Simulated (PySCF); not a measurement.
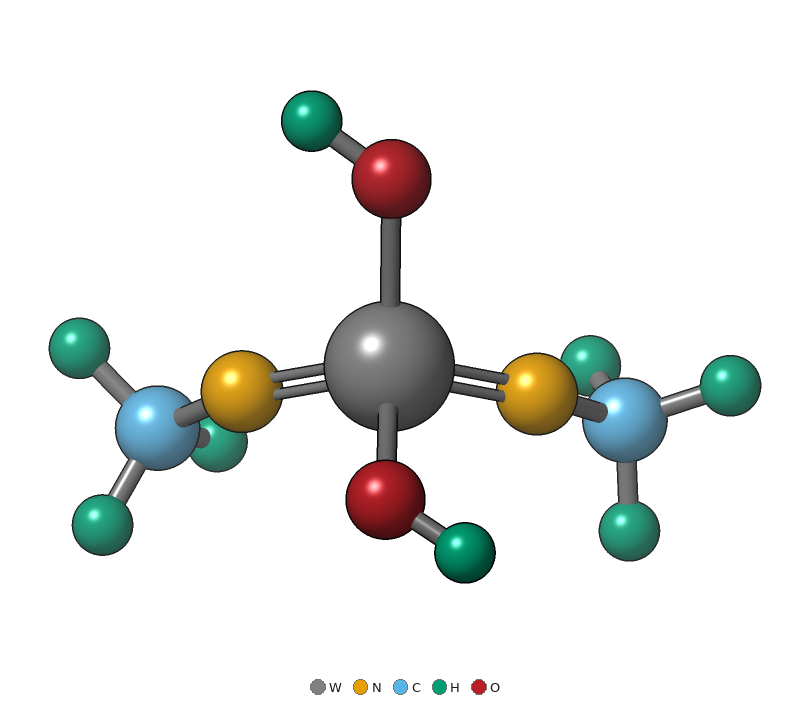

The picture comes from a calculation with PySCF.

A ball-and-stick model of a molecule. Double and triple bonds are drawn as two and three sticks.

Charge 0, singlet.

Question: Count the atoms of each element.

Answer: C₂H₈N₂O₂W, 15 atoms: 2 carbon, 8 hydrogen, 2 nitrogen, 2 oxygen and 1 tungsten.

Question: Give a SMILES string for it.

Answer: C[N]=[W]([OH])([OH])=[N]C
